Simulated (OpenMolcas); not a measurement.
**AlHCl$_{2}$: single-point calculation (part 2 of 2)**

Continued. System: AlHCl$_{2}$. Method: CCSD(T)/STO-3G, RHF (OpenMolcas 26.06). A bond length was changed on purpose from its optimised value. The run did not end well.

Geometry of the input (Å):
```
Al -2.0673  0.0213  -0.0151
Cl 1.9719  -0.1826  0.0143
Cl -3.1152  1.7518  -0.0305
H  -2.8480  -1.2847  -0.0127
```

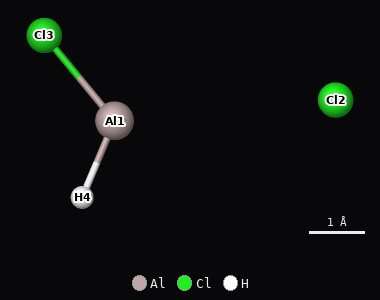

Fig. 1: The input geometry (ball-and-stick view, seen on its broad side; atoms are numbered from 1 in the order of the input). Sticks mark near contacts.

### Output, continued
```
      ************************************************************************************************************************
      *                                            Wave function control section                                             *
      ************************************************************************************************************************

                                         RASSCF iterations: Energy and convergence statistics
                                         ----------------------------------------------------

          iter iter root      energy       change     param      element    value   shift minimum  type update hh:mm:ss
 Nr of preliminary CI iterations:   1
      Total energies have been shifted. Add                -1000.00 au
        1   1    1    1  -148.66618445    0.00E+00   0.00E+00   19  28 1  1.05E-08   0.33   0.00    SX    NO    0:00:00
        2   1    1    1  -148.66618445   -3.18E-12   0.00E+00   19  28 1  1.05E-08   0.33   0.00    SX    NO    0:00:00
        3   1    1    1  -148.66618445   -4.55E-13   0.00E+00   19  28 1  1.05E-08   0.33   0.00    SX    NO    0:00:00
        4   1    1    1  -148.66618445   -1.82E-12   0.00E+00   19  28 1  1.05E-08   0.33   0.00    SX    NO    0:00:00
      Convergence after  4 iterations
        5   1    1    1  -148.66618445    1.82E-12   0.00E+00   19  28 1  1.05E-08   0.33   0.00    SX    NO    0:00:00

      Natural orbitals and occupation numbers for root  1

      ************************************************************************************************************************
      *                                                    Final results                                                     *
      ************************************************************************************************************************

++    Final optimization conditions:
      ------------------------------

      Average CI energy                           -1148.66618445
      RASSCF energy for state  1                  -1148.66618445
      Super-CI energy                                 0.00000000
      RASSCF energy change                            0.00000000
      Max change in MO coefficients               0.000E+00
      Max non-diagonal density matrix element     0.000E+00
      Maximum BLB matrix element                  1.046E-08
      (orbital pair  19,  28 in symmetry   1)
      Norm of electronic gradient            2.022E-08
--

      Final state energy(ies):
      ------------------------

::    RASSCF root number  1 Total energy:  -1148.66618445
      Von Neumann Entropy (Root   1) = -0.00000

      Mulliken population analysis for root number:  1
      -----------------------------------------------

++    Molecular charges:
      ------------------

      Mulliken charges per centre
      ---------------------------

                AL1     CL2     CL3     H4
      Total   11.8011 17.6892 17.3759  1.1338

      N-E      1.1989 -0.6892 -0.3759 -0.1338

      Total electronic charge=   48.000000

      Total            charge=   -0.000000
--

      Expectation values of various properties for root number:  1
      -----------------------------------------------------------

++    Molecular properties:
      ---------------------

      Charge (e):
                      =   -0.0000
      Dipole Moment (debye):
      Origin of the operator (angstrom)=   -1.0072    0.5530   -0.0101
                   X= -1.0254E+01               Y= -1.1164E+00               Z= -6.9502E-02           Total=  1.0315E+01
      Quadrupole Moment (debye*angstrom):
      Origin of the operator (angstrom)=   -1.0072    0.5530   -0.0101
                  XX= -6.5197E+01              XY=  1.2008E+01              XZ= -2.9590E-01              YY= -3.7479E+01
                  YZ=  1.2071E-01              ZZ= -3.0523E+01
      In traceless form (debye*angstrom)
                  XX= -3.1196E+01              XY=  1.8013E+01              XZ= -4.4386E-01              YY=  1.0381E+01
                  YZ=  1.8106E-01              ZZ=  2.0815E+01
--

      Canonical orbitals are written to the RASORB file
      Natural orbitals for root   1 are written to the RASORB.1 file
      Spin density orbitals for root   1 are written to the SPDORB.1 file

--- Stop Module: rasscf /rc=_RC_ALL_IS_WELL_ ---

--- Start Module: motra ---

                                               &MOTRA

                       available to each process: 1.9 GB of memory, 1 thread

      *** WARNING: Default frozen orbitals is overwritten by user input.
      *** Default values:  12

      Header of the integral files:

      Header of MO coefficients source file:
      JOBIPH

      Cartesian coordinates in angstrom:
      -----------------------------------------------------
      No.  Label        X            Y            Z
      -----------------------------------------------------
       1   AL1       -2.06730100   0.02127800  -0.01512000
       2   CL2        1.97185000  -0.18260000   0.01428000
       3   CL3       -3.11523100   1.75182800  -0.03053000
       4   H4        -2.84796100  -1.28469200  -0.01272000
      -----------------------------------------------------
      Nuclear repulsion energy =  124.11147638

      Orbital specifications:
      -----------------------

      Symmetry species:              1
      Number of basis functions:    28
      Frozen orbitals:              15
      Deleted orbitals:              0
      Number of orbitals used:      13

       SYMMETRY  BASIS FUNCTIONS       ORBITALS      INTEGRALS   CPU(SEC)  I/O(SEC)
        1 1 1 1   28  28  28  28    13  13  13  13        4186       0.00      0.00

       TOTAL CPU TIME(SEC)    0.00TOTAL I/O TIME(SEC)    0.00

--- Stop Module: motra /rc=_RC_ALL_IS_WELL_ ---

--- Start Module: ccsdt ---

                                               &CCSDT

                       available to each process: 1.9 GB of memory, 1 thread

      Standard Fortran IO handling used
      Integrals for CCSD will be produced
      Integrals for Noniterative T3 will be produced
      RHF closed shell reference function

      Actual numbers of frozen and deleted orbitals :
      -----------------------------------------------

      Symmetry species                           1
      Frozen orbitals                           15
      Deleted orbitals                           0

      Wave function specifications from previous RASSCF:
      --------------------------------------------------

      Number of closed shell electrons          48
      Number of electrons in active shells       0
      Max number of holes in RAS1 space          0
      Max number of electrons in RAS3 space      0
      Number of inactive orbitals               24
      Number of active orbitals                  0
      Number of secondary orbitals               4
      Spin quantum number                      0.0
      State symmetry                             1
      Number of configuration state fnc.         1
      Number of root(s) available                1
      CI root used                               1
      This is a closed shell RHF reference function

      Orbital specifications from previous RASSCF:
      --------------------------------------------

      Symmetry species                           1
      Frozen orbitals                            0
      Inactive orbitals                         24
      Active orbitals                            0
      Secondary orbitals                         4
      Deleted orbitals                           0
      Number of basis functions                 28

      SCF energy:  -1148.66618445
      -----------

      Required WRK size-sum :                31136

      Wave function specifications:
      -----------------------------

      Spin mutiplicity                           1
      State symmetry                             1

      Orbital specifications:
      -----------------------

      Symmetry species                           1
      Total no. of orbitals                     13
      No. of occupied orbitals with alpha spin   9
      No. of occupied orbitals with beta spin    9
      No. of virtual orbitals with alpha spin    4
      No. of virtual orbitals with beta spin     4

      Methods and options:
      --------------------

      Max no. of iterations                  80
      Type of denominators                  diagonal Fock matrix elements
      energy convergence criterium                0.00000001000000

 DIIS EXTRAPOLATION USED     : YES
 FIRST ITERATION OF EXT.     :  5
 EXTRAPOLATION CYCLE         :  4

 SPIN ADAPTATION             : NONE
 RST. INF. WILL BE SAVED IN  : RSTART
 PREFERENCE MATRIX MULT.     : NORMAL
 DENOMINATOR SHIFT FOR OCC.  :      0.00000
 DENOMINATOR SHIFT FOR VIRT. :      0.00000
 LEVEL OF OUTPUT PRINTING    : MINIMAL
 INPUT/OUTPUT HANDLING       : Standard SQ
 MATRIX OPERATIONS           : ESSL

  nProcs, myRank                    1                    0
  Basic Work space requirements    :                52421
  Max Size            232498275
  Final Work space requirements    :                58843
  Allocation of work space   : Done

      Iteration       Total enegy      Corr. energy      Difference
          1        -1148.72268232      -0.05649787      -0.05649787
          2        -1148.71177510      -0.04559065       0.01090722
          3        -1148.75985856      -0.09367410      -0.04808345
          4        -1148.69633163      -0.03014717       0.06352693
          5        -1148.74866621      -0.08248176      -0.05233459
          6        -1148.75272821      -0.08654376      -0.00406200
          7        -1148.76759255      -0.10140810      -0.01486434
          8        -1148.76954916      -0.10336471      -0.00195661
          9        -1148.76772564      -0.10154119       0.00182353
         10        -1148.76760225      -0.10141780       0.00012339
         11        -1148.76756125      -0.10137680       0.00004099
         12        -1148.76759055      -0.10140610      -0.00002930
         13        -1148.76758390      -0.10139945       0.00000665
         14        -1148.76755104      -0.10136659       0.00003286
         15        -1148.76758074      -0.10139629      -0.00002970
         16        -1148.76757948      -0.10139503       0.00000126
         17        -1148.76757573      -0.10139128       0.00000375
         18        -1148.76757902      -0.10139457      -0.00000329
         19        -1148.76758288      -0.10139843      -0.00000386
         20        -1148.76757712      -0.10139266       0.00000577
         21        -1148.76758445      -0.10139999      -0.00000733
         22        -1148.76759334      -0.10140889      -0.00000890
         23        -1148.76758194      -0.10139749       0.00001140
         24        -1148.76758584      -0.10140139      -0.00000390
         25        -1148.76759806      -0.10141361      -0.00001222
         26        -1148.76758541      -0.10140096       0.00001265
         27        -1148.76758101      -0.10139656       0.00000440
         28        -1148.76758500      -0.10140055      -0.00000399
         29        -1148.76758614      -0.10140168      -0.00000114
         30        -1148.76758112      -0.10139667       0.00000502
         31        -1148.76758422      -0.10139977      -0.00000310
         32        -1148.76758313      -0.10139868       0.00000109
         33        -1148.76758127      -0.10139682       0.00000186
         34        -1148.76757982      -0.10139536       0.00000145
         35        -1148.76758280      -0.10139835      -0.00000298
         36        -1148.76757945      -0.10139499       0.00000335
         37        -1148.76757990      -0.10139545      -0.00000046
         38        -1148.76758152      -0.10139707      -0.00000162
         39        -1148.76758198      -0.10139753      -0.00000046
         40        -1148.76757949      -0.10139504       0.00000249
         41        -1148.76758247      -0.10139802      -0.00000298
         42        -1148.76758182      -0.10139737       0.00000065
         43        -1148.76758017      -0.10139572       0.00000165
         44        -1148.76758015      -0.10139570       0.00000001
         45        -1148.76758383      -0.10139938      -0.00000368
         46        -1148.76757983      -0.10139537       0.00000400
         47        -1148.76758114      -0.10139669      -0.00000131
         48        -1148.76758318      -0.10139873      -0.00000204
         49        -1148.76758317      -0.10139871       0.00000001
         50        -1148.76757927      -0.10139482       0.00000390
         51        -1148.76758328      -0.10139883      -0.00000401
         52        -1148.76758207      -0.10139762       0.00000122
         53        -1148.76758006      -0.10139561       0.00000200
         54        -1148.76758058      -0.10139613      -0.00000052
         55        -1148.76758374      -0.10139928      -0.00000315
         56        -1148.76758055      -0.10139610       0.00000318
         57        -1148.76758153      -0.10139708      -0.00000098
         58        -1148.76758279      -0.10139834      -0.00000126
         59        -1148.76758238      -0.10139793       0.00000040
         60        -1148.76758056      -0.10139611       0.00000182
         61        -1148.76758246      -0.10139801      -0.00000190
         62        -1148.76758183      -0.10139738       0.00000063
         63        -1148.76758102      -0.10139656       0.00000081
         64        -1148.76758139      -0.10139694      -0.00000037
         65        -1148.76758265      -0.10139820      -0.00000126
         66        -1148.76758129      -0.10139684       0.00000135
         67        -1148.76758178      -0.10139733      -0.00000048
         68        -1148.76758229      -0.10139784      -0.00000051
         69        -1148.76758201      -0.10139756       0.00000028
         70        -1148.76758110      -0.10139665       0.00000090
         71        -1148.76758229      -0.10139783      -0.00000118
         72        -1148.76758176      -0.10139731       0.00000053
         73        -1148.76758124      -0.10139678       0.00000052
         74        -1148.76758165      -0.10139719      -0.00000041
         75        -1148.76758272      -0.10139827      -0.00000108
         76        -1148.76758128      -0.10139683       0.00000145
         77        -1148.76758193      -0.10139748      -0.00000065
         78        -1148.76758248      -0.10139803      -0.00000055
         79        -1148.76758198      -0.10139753       0.00000051
         80        -1148.76758079      -0.10139634       0.00000119
      Convergence not reached

      Total energy (diff) :   -1148.76758079       0.00000119
      Correlation energy  :        -0.1013963394158
      Reference energy    :     -1148.6661844514474
      E1aa   contribution :       0.00000000
      E1bb   contribution :       0.00000000
      E2aaaa contribution :      -0.00217701
      E2bbbb contribution :      -0.00217701
      E2abab contribution :      -0.09704232

 Five largest amplitudes of :T1aa
  SYMA   SYMB   SYMI   SYMJ     A      B      I      J     VALUE
    1      0      1      0      1      0      9      0     0.6489228917
    1      0      1      0      1      0      8      0    -0.0350661739
    1      0      1      0      3      0      9      0    -0.0301928465
    1      0      1      0      4      0      4      0     0.0132290589
    1      0      1      0      1      0      2      0    -0.0121262507
 Euclidian norm is :     0.6511638289

 Five largest amplitudes of :T1bb
  SYMA   SYMB   SYMI   SYMJ     A      B      I      J     VALUE
    1      0      1      0      1      0      9      0     0.6489228917
    1      0      1      0      1      0      8      0    -0.0350661739
    1      0      1      0      3      0      9      0    -0.0301928465
    1      0      1      0      4      0      4      0     0.0132290589
    1      0      1      0      1      0      2      0    -0.0121262507
 Euclidian norm is :     0.6511638289

 Five largest amplitudes of :T2aaaa
  SYMA   SYMB   SYMI   SYMJ     A      B      I      J     VALUE
    1      1      1      1      4      1      9      4    -0.0228031382
    1      1      1      1      4      1      9      3    -0.0222438166
    1      1      1      1      3      1      9      3    -0.0185213944
    1      1      1      1      3      2      5      4     0.0135284045
    1      1      1      1      2      1      9      5    -0.0105719157
 Euclidian norm is :     0.0509150832

 Five largest amplitudes of :T2bbbb
  SYMA   SYMB   SYMI   SYMJ     A      B      I      J     VALUE
    1      1      1      1      4      1      9      4    -0.0228031382
    1      1      1      1      4      1      9      3    -0.0222438166
    1      1      1      1      3      1      9      3    -0.0185213944
    1      1      1      1      3      2      5      4     0.0135284045
    1      1      1      1      2      1      9      5    -0.0105719157
 Euclidian norm is :     0.0509150832

 Five largest amplitudes of :T2abab
  SYMA   SYMB   SYMI   SYMJ     A      B      I      J     VALUE
    1      1      1      1      1      1      9      9    -0.6702043410
    1      1      1      1      1      1      9      3     0.0536025264
    1      1      1      1      1      1      3      9     0.0536025264
    1      1      1      1      1      1      9      4    -0.0447243675
    1      1      1      1      1      1      4      9    -0.0447243675
 Euclidian norm is :     0.7056284224

      Happy Landing!

  **********************************
   Triples Contribution Calculation
  **********************************

 NORB  13
 NOA    9
 NOB    9
 NVA    4
 NVB    4

 NUMBER OF IRREPS             :  1
 MULTIPLICITY                 :  1
 OVERALL SYMMETRY STATE       :  1
 METHOD                       : CCSD+T(CCSD)+<T3(1)WT1> = CCSD(T)
 TYPE OF DENOMINATOR          : DIAGONAL
 SPIN ADAPTATION             : NONE
 CCSD RESULTS LOAD FROM FILE : RSTART
 PREFERENCE MATRIX MULT.     : NORMAL
 DENOMINATOR SHIFT FOR OCC.  :  0.00000E+00
 DENOMINATOR SHIFT FOR VIRT. :  0.00000E+00
 LEVEL OF OUTPUT PRINTING    : MINIMAL
 INPUT/OUTPUT HANDLING       : Standard SQ
 MATRIX HANDLING             : ESSL
 IJ CYCLE SEGMENTED          : NO

  Work space requirements :                13173
  Allocation of work space : Done

Program received signal SIGSEGV: Segmentation fault - invalid memory reference.

Backtrace for this error:
--- Stop Module: ccsdt /rc=-11 ---

.########################.
.# Non-zero return code #.
.########################.

    Timing: Wall=2.43 User=1.68 System=0.70
```
